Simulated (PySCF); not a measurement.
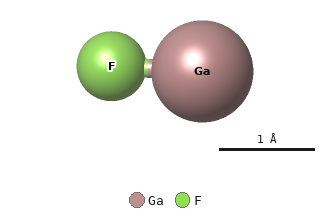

The input geometry (ball-and-stick view, seen at a tilt). Sticks mark near contacts.

**Geometry relaxation, with input and output: GaF (part 1 of 2)**

GaF, computed with UHF/cc-pvdz-dk, optimize (PySCF 2.14.0).

Some settings of this run were made unusual or wrong on purpose.

## Input
```python
from pyscf import gto, scf
from pyscf.geomopt.geometric_solver import optimize

mol = gto.M(
    atom='Ga 0 0 0; F 0 0 1.82',
    basis='cc-pvdz-dk',
    charge=0,
    spin=0,
    unit='bohr',
    symmetry=True,
    verbose=4,
)
mf = scf.UHF(mol)
mf = mf.sfx2c1e()
mf.kernel()
mol_eq = optimize(mf, maxsteps=30)
print('optimised geometry (angstrom)')
print(mol_eq.tostring('raw'))
print('orbital energies (hartree):', [e[max(0, n-3):n+3].round(4) for e, n in zip(mf.mo_energy, mol.nelec)])
```

Command:
```bash
OMP_NUM_THREADS=1 python input.py
```

## The program's output
```
PySCF version 2.14.0

[INPUT] verbose = 4
[INPUT] num. atoms = 2
[INPUT] num. electrons = 40
[INPUT] charge = 0
[INPUT] spin (= nelec alpha-beta = 2S) = 0
[INPUT] symmetry True subgroup None
[INPUT] Mole.unit = bohr
[INPUT] Symbol           X                Y                Z      unit          X                Y                Z       unit  Magmom
[INPUT]  1 Ga     0.000000000000   0.000000000000   0.000000000000 AA    0.000000000000   0.000000000000   0.000000000000 Bohr   0.0
[INPUT]  2 F      0.000000000000   0.000000000000   0.963102523874 AA    0.000000000000   0.000000000000   1.820000000000 Bohr   0.0

nuclear repulsion = 153.296703296703
point group symmetry = Coov
symmetry origin: [0.     0.     0.4095]
symmetry axis x: [1. 0. 0.]
symmetry axis y: [0. 1. 0.]
symmetry axis z: [0. 0. 1.]
num. orbitals of irrep A1 = 17
num. orbitals of irrep E1x = 9
num. orbitals of irrep E1y = 9
num. orbitals of irrep E2x = 3
num. orbitals of irrep E2y = 3
number of shells = 11
number of NR pGTOs = 103
number of NR cGTOs = 41
basis = cc-pvdz-dk
ecp = {}

******** <class 'pyscf.x2c.sfx2c1e.sfX2C1eSymAdaptedUHF'> ********
method = sfX2C1eSymAdaptedUHF
initial guess = minao
damping factor = 0
level_shift factor = 0
DIIS = <class 'pyscf.scf.diis.CDIIS'>
diis_start_cycle = 1
diis_space = 8
diis_damp = 0
SCF conv_tol = 1e-09
SCF conv_tol_grad = None
SCF max_cycles = 50
direct_scf = True
direct_scf_tol = 1e-13
number electrons alpha = 20  beta = 20

******** <class 'pyscf.x2c.sfx2c1e.SpinFreeX2CHelper'> ********
approx = 1e
xuncontract = 1
Freeze 0 electrons in irreps []
    40 free electrons in irreps A1 E1x E1y E2x E2y
Set gradient conv threshold to 3.16228e-05
init E= -2044.15179830491
alpha HOMO (A1) = -0.178995049300066  LUMO (E1x) = 0.0282420195132906
beta  HOMO (A1) = -0.181915583545657  LUMO (E1x) = 0.0278466548828611
  HOMO = -0.1789950493  LUMO = 0.0278466548829  gap/eV = 5.62845
cycle= 1 E= -2039.68958801537  delta_E= 4.46  |g|= 0.44  |ddm|=  1.6
alpha HOMO (A1) = -0.250343139522328  LUMO (E1x) = 0.0890235328646396
beta  HOMO (A1) = -0.250952134741256  LUMO (E1x) = 0.0885715652387695
  HOMO = -0.250343139522  LUMO = 0.0885715652388  gap/eV = 9.22234
cycle= 2 E= -2039.73061327636  delta_E= -0.041  |g|= 0.245  |ddm|= 0.431
alpha HOMO (A1) = -0.265398523475588  LUMO (E1x) = 0.0836185601738744
beta  HOMO (A1) = -0.265786021904084  LUMO (E1x) = 0.0834973943047301
  HOMO = -0.265398523476  LUMO = 0.0834973943047  gap/eV = 9.49394
cycle= 3 E= -2039.7465315064  delta_E= -0.0159  |g|= 0.0254  |ddm|= 0.152
alpha HOMO (A1) = -0.262808885946992  LUMO (E1x) = 0.0855317738736519
beta  HOMO (A1) = -0.263127689140697  LUMO (E1x) = 0.0854996416027616
  HOMO = -0.262808885947  LUMO = 0.0854996416028  gap/eV = 9.47796
cycle= 4 E= -2039.74685875961  delta_E= -0.000327  |g|= 0.00544  |ddm|= 0.0432
alpha HOMO (A1) = -0.263790258415671  LUMO (E1x) = 0.0852583700165175
beta  HOMO (A1) = -0.264026054464107  LUMO (E1x) = 0.0852591112406289
  HOMO = -0.263790258416  LUMO = 0.0852583700165  gap/eV = 9.49810
cycle= 5 E= -2039.74688170302  delta_E= -2.29e-05  |g|= 0.00147  |ddm|= 0.0123
alpha HOMO (A1) = -0.263511667597193  LUMO (E1x) = 0.0854095462647573
beta  HOMO (A1) = -0.263673150859179  LUMO (E1x) = 0.0854218345018287
  HOMO = -0.263511667597  LUMO = 0.0854095462648  gap/eV = 9.49463
cycle= 6 E= -2039.74688435503  delta_E= -2.65e-06  |g|= 0.000594  |ddm|= 0.00391
alpha HOMO (A1) = -0.263522248860164  LUMO (E1x) = 0.0854373065643852
beta  HOMO (A1) = -0.263603050862564  LUMO (E1x) = 0.0854525125077767
  HOMO = -0.26352224886  LUMO = 0.0854373065644  gap/eV = 9.49567
cycle= 7 E= -2039.74688495636  delta_E= -6.01e-07  |g|= 0.000185  |ddm|= 0.00241
alpha HOMO (A1) = -0.263549669666489  LUMO (E1x) = 0.0854369712221339
beta  HOMO (A1) = -0.263582641418522  LUMO (E1x) = 0.0854463832229175
  HOMO = -0.263549669666  LUMO = 0.0854369712221  gap/eV = 9.49641
cycle= 8 E= -2039.74688501294  delta_E= -5.66e-08  |g|= 4.79e-05  |ddm|= 0.000626
alpha HOMO (A1) = -0.263561711957482  LUMO (E1x) = 0.0854370836205822
beta  HOMO (A1) = -0.263573956093899  LUMO (E1x) = 0.0854413853922842
  HOMO = -0.263561711957  LUMO = 0.0854370836206  gap/eV = 9.49674
cycle= 9 E= -2039.74688501863  delta_E= -5.69e-09  |g|= 1.17e-05  |ddm|= 0.00025
alpha HOMO (A1) = -0.263565279380892  LUMO (E1x) = 0.0854381532440809
beta  HOMO (A1) = -0.263570917749549  LUMO (E1x) = 0.0854402649295283
  HOMO = -0.263565279381  LUMO = 0.0854381532441  gap/eV = 9.49687
cycle= 10 E= -2039.74688501909  delta_E= -4.53e-10  |g|= 4.82e-06  |ddm|= 6.9e-05
alpha HOMO (A1) = -0.263566381366496  LUMO (E1x) = 0.085438477283684
beta  HOMO (A1) = -0.263570201930874  LUMO (E1x) = 0.0854399082586501
  HOMO = -0.263566381366  LUMO = 0.0854384772837  gap/eV = 9.49691
Extra cycle  E= -2039.74688501914  delta_E= -5.55e-11  |g|= 3.18e-06  |ddm|= 1.72e-05
converged SCF energy = -2039.74688501914  <S^2> = 5.859917e-10  2S+1 = 1
Create scanner for <class 'pyscf.grad.uhf.Gradients'>
Create scanner for <class 'pyscf.x2c.sfx2c1e.sfX2C1eSymAdaptedUHF'>
input.py

Current date and time:

#|     Arguments passed to driver run_optimizer():      |#
customengine              <pyscf.geomopt.geometric_solver.PySCFEngine object>
logIni                    [file]
maxiter                   30
----------------------------------------------------------
Custom engine selected.
Bonds will be generated from interatomic distances less than 1.20 times sum of covalent radii
6 internal coordinates being used (instead of 6 Cartesians)
Internal coordinate system (atoms numbered from 1):
Distance 1-2
Translation-X 1-2
Translation-Y 1-2
Translation-Z 1-2
Rotation-A 1-2
Rotation-B 1-2
Rotation-C 1-2
<class 'geometric.internal.Distance'> : 1
<class 'geometric.internal.TranslationX'> : 1
<class 'geometric.internal.TranslationY'> : 1
<class 'geometric.internal.TranslationZ'> : 1
<class 'geometric.internal.RotationA'> : 1
<class 'geometric.internal.RotationB'> : 1
<class 'geometric.internal.RotationC'> : 1
> ===== Optimization Info: ====
> Job type: Energy minimization
> Maximum number of optimization cycles: 30
> Initial / maximum trust radius (Angstrom): 0.100 / 0.300
> Convergence Criteria:
> Will converge when all 5 criteria are reached:
>  |Delta-E| < 1.00e-06
>  RMS-Grad  < 3.00e-04
>  Max-Grad  < 4.50e-04
>  RMS-Disp  < 1.20e-03
>  Max-Disp  < 1.80e-03
> === End Optimization Info ===

Geometry optimization cycle 1
Cartesian coordinates (Angstrom)
 Atom        New coordinates             dX        dY        dZ
  Ga   0.000000   0.000000   0.000000    0.000000  0.000000  0.000000
   F   0.000000   0.000000   0.963103    0.000000  0.000000  0.000000
New geometry
   1 Ga     0.000000000000   0.000000000000   0.000000000000 AA    0.000000000000   0.000000000000   0.000000000000 Bohr
   2 F      0.000000000000   0.000000000000   0.963102523874 AA    0.000000000000   0.000000000000   1.820000000000 Bohr

******** <class 'pyscf.scf.hf.sfX2C1eSymAdaptedUHF_Scanner'> ********
method = sfX2C1eSymAdaptedUHF_Scanner
initial guess = minao
damping factor = 0
level_shift factor = 0
DIIS = <class 'pyscf.scf.diis.CDIIS'>
diis_start_cycle = 1
diis_space = 8
diis_damp = 0
SCF conv_tol = 1e-09
SCF conv_tol_grad = None
SCF max_cycles = 50
direct_scf = True
direct_scf_tol = 1e-13
number electrons alpha = 20  beta = 20

******** <class 'pyscf.x2c.sfx2c1e.SpinFreeX2CHelper'> ********
approx = 1e
xuncontract = 1
Freeze 0 electrons in irreps []
    40 free electrons in irreps A1 E1x E1y E2x E2y
Set gradient conv threshold to 3.16228e-05
init E= -2039.74688501914
alpha HOMO (A1) = -0.263567063953781  LUMO (E1x) = 0.0854386976042001
beta  HOMO (A1) = -0.263569657600548  LUMO (E1x) = 0.0854396685320102
  HOMO = -0.263567063954  LUMO = 0.0854386976042  gap/eV = 9.49693
cycle= 1 E= -2039.74688501917  delta_E= -2.68e-11  |g|= 2.15e-06  |ddm|= 1.14e-05
alpha HOMO (A1) = -0.263567494128409  LUMO (E1x) = 0.0854388570061984
beta  HOMO (A1) = -0.263569256755699  LUMO (E1x) = 0.0854395164658541
  HOMO = -0.263567494128  LUMO = 0.0854388570062  gap/eV = 9.49695
Extra cycle  E= -2039.74688501918  delta_E= -1.5e-11  |g|= 1.46e-06  |ddm|= 7.75e-06
converged SCF energy = -2039.74688501918  <S^2> = 1.283027e-10  2S+1 = 1

******** <class 'pyscf.grad.rhf.Gradients_Scanner'> for <class 'pyscf.scf.hf.sfX2C1eSymAdaptedUHF_Scanner'> ********
unit = Eh/Bohr
--------------- sfX2C1eSymAdaptedUHF_Scanner gradients ---------------
         x                y                z
0 Ga     0.0000000000     0.0000000000     5.6206892914
1 F     0.0000000000     0.0000000000    -5.6206892914
----------------------------------------------
cycle 1: E = -2039.74688502  dE = -2039.75  norm(grad) = 7.94886
Step    0 : Gradient = 5.621e+00/5.621e+00 (rms/max) Energy = -2039.7468850192
Hessian Eigenvalues: 5.00000e-02 5.00000e-02 5.00000e-02 ... 5.00000e-02 5.00000e-02 6.55240e+01

Geometry optimization cycle 2
Cartesian coordinates (Angstrom)
 Atom        New coordinates             dX        dY        dZ
  Ga   0.000000   0.000000  -0.022697    0.000000  0.000000 -0.022697
   F   0.000000   0.000000   0.985799    0.000000  0.000000  0.022697
New geometry
   1 Ga     0.000000000000   0.000000000000  -0.022696579667 AA    0.000000000000   0.000000000000  -0.042890319535 Bohr
   2 F      0.000000000000   0.000000000000   0.985799103547 AA    0.000000000000   0.000000000000   1.862890319546 Bohr

******** <class 'pyscf.scf.hf.sfX2C1eSymAdaptedUHF_Scanner'> ********
method = sfX2C1eSymAdaptedUHF_Scanner
initial guess = minao
damping factor = 0
level_shift factor = 0
DIIS = <class 'pyscf.scf.diis.CDIIS'>
diis_start_cycle = 1
diis_space = 8
diis_damp = 0
SCF conv_tol = 1e-09
SCF conv_tol_grad = None
SCF max_cycles = 50
direct_scf = True
direct_scf_tol = 1e-13
number electrons alpha = 20  beta = 20

******** <class 'pyscf.x2c.sfx2c1e.SpinFreeX2CHelper'> ********
approx = 1e
xuncontract = 1
Freeze 0 electrons in irreps []
    40 free electrons in irreps A1 E1x E1y E2x E2y
Set gradient conv threshold to 3.16228e-05
init E= -2040.19594721394
alpha HOMO (A1) = -0.243363583795554  LUMO (E1x) = 0.113842966400509
beta  HOMO (A1) = -0.243364773915977  LUMO (E1x) = 0.11384341102819
  HOMO = -0.243363583796  LUMO = 0.113842966401  gap/eV = 9.72009
cycle= 1 E= -2040.17217875027  delta_E= 0.0238  |g|= 0.114  |ddm|= 0.202
alpha HOMO (A1) = -0.28341559841628  LUMO (E1x) = 0.0804879591128449
beta  HOMO (A1) = -0.283416386718025  LUMO (E1x) = 0.0804882606568977
  HOMO = -0.283415598416  LUMO = 0.0804879591128  gap/eV = 9.90232
cycle= 2 E= -2040.17530094262  delta_E= -0.00312  |g|= 0.0746  |ddm|= 0.185
alpha HOMO (A1) = -0.278182022335394  LUMO (E1x) = 0.0839363161003184
beta  HOMO (A1) = -0.278182657371022  LUMO (E1x) = 0.0839365539837496
  HOMO = -0.278182022335  LUMO = 0.0839363161003  gap/eV = 9.85374
cycle= 3 E= -2040.17682451647  delta_E= -0.00152  |g|= 0.0051  |ddm|= 0.0397
alpha HOMO (A1) = -0.277633452117506  LUMO (E1x) = 0.0846654058034222
beta  HOMO (A1) = -0.277633841869982  LUMO (E1x) = 0.084665549624968
  HOMO = -0.277633452118  LUMO = 0.0846654058034  gap/eV = 9.85865
cycle= 4 E= -2040.17684051254  delta_E= -1.6e-05  |g|= 0.00111  |ddm|= 0.0106
alpha HOMO (A1) = -0.277903958866044  LUMO (E1x) = 0.0846495079818266
beta  HOMO (A1) = -0.277904213493268  LUMO (E1x) = 0.0846496017622962
  HOMO = -0.277903958866  LUMO = 0.0846495079818  gap/eV = 9.86558
cycle= 5 E= -2040.17684165848  delta_E= -1.15e-06  |g|= 0.000326  |ddm|= 0.0038
alpha HOMO (A1) = -0.277912455188958  LUMO (E1x) = 0.0846774685787643
beta  HOMO (A1) = -0.277912594453109  LUMO (E1x) = 0.0846775199628804
  HOMO = -0.277912455189  LUMO = 0.0846774685788  gap/eV = 9.86657
cycle= 6 E= -2040.17684178649  delta_E= -1.28e-07  |g|= 5.28e-05  |ddm|= 0.00115
alpha HOMO (A1) = -0.277921768935785  LUMO (E1x) = 0.084677949061347
beta  HOMO (A1) = -0.277921847364772  LUMO (E1x) = 0.0846779780005793
  HOMO = -0.277921768936  LUMO = 0.0846779490613  gap/eV = 9.86684
cycle= 7 E= -2040.17684179082  delta_E= -4.33e-09  |g|= 1.03e-05  |ddm|= 0.000175
alpha HOMO (A1) = -0.277922493431527  LUMO (E1x) = 0.0846780435666274
beta  HOMO (A1) = -0.277922537104102  LUMO (E1x) = 0.0846780596749777
  HOMO = -0.277922493432  LUMO = 0.0846780435666  gap/eV = 9.86686
cycle= 8 E= -2040.17684179098  delta_E= -1.66e-10  |g|= 1.44e-06  |ddm|= 3.86e-05
alpha HOMO (A1) = -0.277922565642034  LUMO (E1x) = 0.0846779283734462
beta  HOMO (A1) = -0.27792259471631  LUMO (E1x) = 0.0846779390944783
  HOMO = -0.277922565642  LUMO = 0.0846779283734  gap/eV = 9.86686
Extra cycle  E= -2040.17684179099  delta_E= -3.18e-12  |g|= 5.28e-07  |ddm|= 5.07e-06
converged SCF energy = -2040.17684179099  <S^2> = 1.7763568e-14  2S+1 = 1

******** <class 'pyscf.grad.rhf.Gradients_Scanner'> for <class 'pyscf.scf.hf.sfX2C1eSymAdaptedUHF_Scanner'> ********
unit = Eh/Bohr
--------------- sfX2C1eSymAdaptedUHF_Scanner gradients ---------------
         x                y                z
0 Ga     0.0000000000     0.0000000000     4.4471381281
1 F     0.0000000000     0.0000000000    -4.4471381281
----------------------------------------------
cycle 2: E = -2040.17684179  dE = -0.429957  norm(grad) = 6.2892
Step    1 : Displace = 2.270e-02/2.270e-02 (rms/max) Trust = 1.000e-01 (=) Grad = 4.447e+00/4.447e+00 (rms/max) E (change) = -2040.1768417910 (-4.300e-01) Quality = 1.784
Hessian Eigenvalues: 5.00000e-02 5.00000e-02 5.00000e-02 ... 5.00000e-02 5.00000e-02 1.36808e+01

Geometry optimization cycle 3
Cartesian coordinates (Angstrom)
 Atom        New coordinates             dX        dY        dZ
  Ga   0.000000   0.000000  -0.108705    0.000000  0.000000 -0.086008
   F   0.000000   0.000000   1.071807    0.000000  0.000000  0.086008
New geometry
   1 Ga     0.000000000000   0.000000000000  -0.108704610654 AA    0.000000000000   0.000000000000  -0.205421942613 Bohr
   2 F      0.000000000000   0.000000000000   1.071807134540 AA    0.000000000000   0.000000000000   2.025421942635 Bohr

******** <class 'pyscf.scf.hf.sfX2C1eSymAdaptedUHF_Scanner'> ********
method = sfX2C1eSymAdaptedUHF_Scanner
initial guess = minao
damping factor = 0
level_shift factor = 0
DIIS = <class 'pyscf.scf.diis.CDIIS'>
diis_start_cycle = 1
diis_space = 8
diis_damp = 0
SCF conv_tol = 1e-09
SCF conv_tol_grad = None
SCF max_cycles = 50
direct_scf = True
direct_scf_tol = 1e-13
number electrons alpha = 20  beta = 20

******** <class 'pyscf.x2c.sfx2c1e.SpinFreeX2CHelper'> ********
approx = 1e
xuncontract = 1
Freeze 0 electrons in irreps []
    40 free electrons in irreps A1 E1x E1y E2x E2y
Set gradient conv threshold to 3.16228e-05
init E= -2041.49980334132
alpha HOMO (A1) = -0.21929583025195  LUMO (E1x) = 0.158375294611793
beta  HOMO (A1) = -0.219295848288041  LUMO (E1x) = 0.158375301480055
  HOMO = -0.219295830252  LUMO = 0.158375294612  gap/eV = 10.27695
cycle= 1 E= -2041.08829631338  delta_E= 0.412  |g|= 0.34  |ddm|= 0.539
alpha HOMO (A1) = -0.322997574848217  LUMO (E1x) = 0.0662583529872354
beta  HOMO (A1) = -0.322997585443564  LUMO (E1x) = 0.0662583577943718
  HOMO = -0.322997574848  LUMO = 0.0662583529872  gap/eV = 10.59219
cycle= 2 E= -2041.11577002176  delta_E= -0.0275  |g|= 0.214  |ddm|= 0.417
alpha HOMO (A1) = -0.312286935622115  LUMO (E1x) = 0.0760317957217778
beta  HOMO (A1) = -0.312286944570858  LUMO (E1x) = 0.0760317992503978
  HOMO = -0.312286935622  LUMO = 0.0760317957218  gap/eV = 10.56669
cycle= 3 E= -2041.12854392712  delta_E= -0.0128  |g|= 0.0125  |ddm|= 0.104
alpha HOMO (A1) = -0.310035341305545  LUMO (E1x) = 0.0782043133167805
beta  HOMO (A1) = -0.310035347030844  LUMO (E1x) = 0.0782043154750358
  HOMO = -0.310035341306  LUMO = 0.0782043133168  gap/eV = 10.56454
cycle= 4 E= -2041.12862235391  delta_E= -7.84e-05  |g|= 0.00299  |ddm|= 0.0169
alpha HOMO (A1) = -0.310533121443675  LUMO (E1x) = 0.0782004488585657
beta  HOMO (A1) = -0.310533124936122  LUMO (E1x) = 0.078200450163548
  HOMO = -0.310533121444  LUMO = 0.0782004488586  gap/eV = 10.57798
cycle= 5 E= -2041.12862863038  delta_E= -6.28e-06  |g|= 0.000467  |ddm|= 0.00798
alpha HOMO (A1) = -0.310516005577248  LUMO (E1x) = 0.0782322710830612
beta  HOMO (A1) = -0.31051600746712  LUMO (E1x) = 0.0782322717985631
  HOMO = -0.310516005577  LUMO = 0.0782322710831  gap/eV = 10.57838
cycle= 6 E= -2041.12862889907  delta_E= -2.69e-07  |g|= 8.37e-05  |ddm|= 0.00159
alpha HOMO (A1) = -0.310529353815841  LUMO (E1x) = 0.0782357344631159
beta  HOMO (A1) = -0.310529354820465  LUMO (E1x) = 0.0782357348457343
  HOMO = -0.310529353816  LUMO = 0.0782357344631  gap/eV = 10.57884
cycle= 7 E= -2041.12862890981  delta_E= -1.07e-08  |g|= 1.84e-05  |ddm|= 0.000248
alpha HOMO (A1) = -0.31053067000287  LUMO (E1x) = 0.078236411634049
beta  HOMO (A1) = -0.310530670511433  LUMO (E1x) = 0.0782364118288408
  HOMO = -0.310530670003  LUMO = 0.078236411634  gap/eV = 10.57889
cycle= 8 E= -2041.12862891027  delta_E= -4.69e-10  |g|= 2.11e-06  |ddm|= 5.8e-05
alpha HOMO (A1) = -0.310530556850324  LUMO (E1x) = 0.0782364215557232
beta  HOMO (A1) = -0.31053055717549  LUMO (E1x) = 0.0782364216805052
  HOMO = -0.31053055685  LUMO = 0.0782364215557  gap/eV = 10.57889
Extra cycle  E= -2041.12862891028  delta_E= -4.09e-12  |g|= 7.4e-07  |ddm|= 4.03e-06
converged SCF energy = -2041.12862891028  <S^2> = -1.4210855e-14  2S+1 = 1

******** <class 'pyscf.grad.rhf.Gradients_Scanner'> for <class 'pyscf.scf.hf.sfX2C1eSymAdaptedUHF_Scanner'> ********
unit = Eh/Bohr
--------------- sfX2C1eSymAdaptedUHF_Scanner gradients ---------------
         x                y                z
0 Ga     0.0000000000     0.0000000000     1.7915796837
1 F     0.0000000000     0.0000000000    -1.7915796837
----------------------------------------------
cycle 3: E = -2041.12862891  dE = -0.951787  norm(grad) = 2.53368
Step    2 : Displace = 8.601e-02/8.601e-02 (rms/max) Trust = 1.414e-01 (+) Grad = 1.792e+00/1.792e+00 (rms/max) E (change) = -2041.1286289103 (-9.518e-01) Quality = 1.317
Hessian Eigenvalues: 5.00000e-02 5.00000e-02 5.00000e-02 ... 5.00000e-02 5.00000e-02 8.16936e+00

Geometry optimization cycle 4
Cartesian coordinates (Angstrom)
 Atom        New coordinates             dX        dY        dZ
  Ga   0.000000   0.000000  -0.166730    0.000000  0.000000 -0.058026
   F   0.000000   0.000000   1.129833    0.000000  0.000000  0.058026
New geometry
   1 Ga     0.000000000000   0.000000000000  -0.166730161280 AA    0.000000000000   0.000000000000  -0.315074341523 Bohr
   2 F      0.000000000000   0.000000000000   1.129832685169 AA    0.000000000000   0.000000000000   2.135074341552 Bohr

******** <class 'pyscf.scf.hf.sfX2C1eSymAdaptedUHF_Scanner'> ********
method = sfX2C1eSymAdaptedUHF_Scanner
initial guess = minao
damping factor = 0
level_shift factor = 0
DIIS = <class 'pyscf.scf.diis.CDIIS'>
diis_start_cycle = 1
diis_space = 8
diis_damp = 0
SCF conv_tol = 1e-09
SCF conv_tol_grad = None
SCF max_cycles = 50
direct_scf = True
direct_scf_tol = 1e-13
number electrons alpha = 20  beta = 20
```
